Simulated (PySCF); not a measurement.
Si(Me)(OMe)2(NH2), SMILES CO[Si](C)(N)OC (C3H11NO2Si) at its GFN2-xTB optimised geometry (Å):

```
18

C      1.8791    -0.9252    -0.8750
O      1.0127    -1.5930     0.0000
Si    -0.6168    -1.5930     0.0000
C     -1.3693    -2.5373    -1.4707
N     -1.1864    -2.3457     1.4463
O     -1.0319    -0.0125     0.0000
C     -2.3238     0.5191     0.0703
H      1.8621    -1.3937    -1.8622
H      1.5959     0.1236    -0.9745
H      2.8858    -0.9940    -0.4608
H     -0.9286    -3.5233    -1.5779
H     -2.4399    -2.6700    -1.3525
H     -1.2058    -2.0049    -2.4041
H     -0.9231    -1.9101     2.3169
H     -1.0690    -3.3417     1.5296
H     -2.8631     0.3440    -0.8638
H     -2.2338     1.5930     0.2389
H     -2.8858     0.0662     0.8888
```

Computed with PySCF with PBE0/def2-SVP. Cells within 0.4 Å of a nucleus heavier than hydrogen are left out (blank, or x).

Map of the Laplacian of the electron density (e/bohr⁵), clipped to [-1.50, 1.50] on the plane z = 0.0 Å:

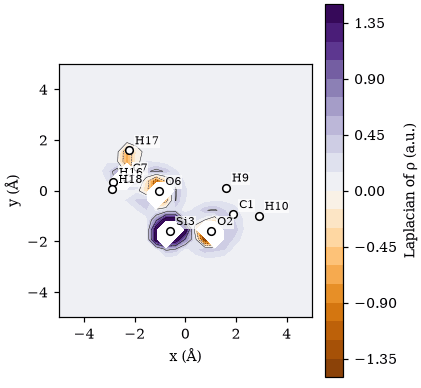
Fig. 1. Laplacian of the electron density (e/bohr⁵), clipped to [-1.50, 1.50] on the plane z = 0.0 Å.
